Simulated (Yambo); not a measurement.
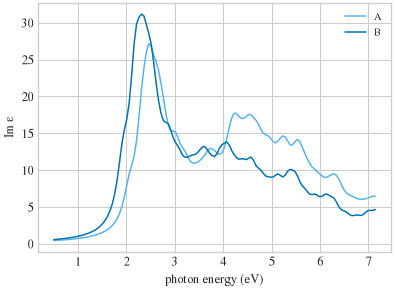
Figure. Two computed absorption spectra of GeS (space group Pnma, No. 62) (Yambo, PBEsol bands with the same scissor, field along x)

Axes are Cartesian, with cell vectors (Å) (10.68, 0.00, 0.00), (0.00, 3.69, 0.00), (0.00, 0.00, 4.35).

Which curve includes the electron-hole attraction (BSE)?

Curve B: the attraction moves weight to lower energy (centre of the plotted range 3.7 eV against 4.1 eV). Settings: 2×6×4 mesh, 14 valence and 13 conduction bands, static screening with 105 bands and a 3 Ry block, scissor 0.46 eV, Tamm-Dancoff. The scissor comes from a G0W0 run whose convergence isn't established. Broadening 0.15 eV. The band window holds all transitions up to 7.2 eV. On this mesh the peak heights and the fine structure are mesh artefacts; only the shift of weight is robust.

The standard potential for Ge keeps a d shell in the valence without the s and p states of that shell. In tests on such compounds this moved G0W0 gaps by up to about 0.9 eV, so absolute quasiparticle energies here are unreliable; differences between settings are what counts.

Spin-orbit coupling is not included.

Geometry relaxed with PBE+D3(BJ); primitive cell a = 10.6760 Å, b = 3.6888 Å, c = 4.3450 Å, α = 90.00°, β = 90.00°, γ = 90.00°.
